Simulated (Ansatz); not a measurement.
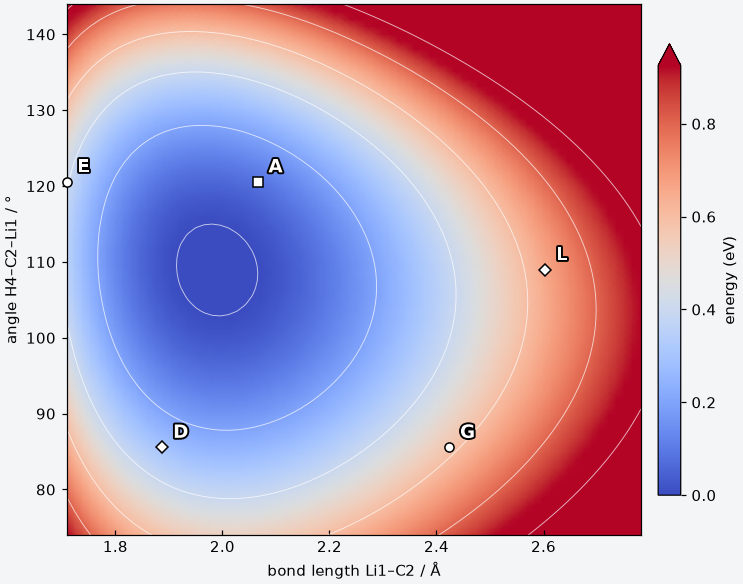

C2H5Li, SMILES [Li][CH2]C. 
- The first coordinate is: bond length Li1–C2; the second: angle H4–C2–Li1.
- Nothing is relaxed (all other coordinates rigid).
- Grid: 7 × 7 points.
- Points are written as (first, second).
- All energies are given in eV relative to the lowest grid point.
- The calculation used RKS wB97X-V/def2-TZVP (Ansatz).

The picture shows a smooth colour map with a few white contour lines, one colour for all values above the top of the scale, lettered points. Between grid points the surface is interpolated.

**Is G the lowest point of the computed grid?**

No. G lies 0.57 eV above the lowest grid point, which is at (2.066 Å, 109.0°).

**Rank the lettered points by energy, lowest first.**

A (0.09 eV), D (0.30 eV), E (0.41 eV), G (0.57 eV), L (0.66 eV).
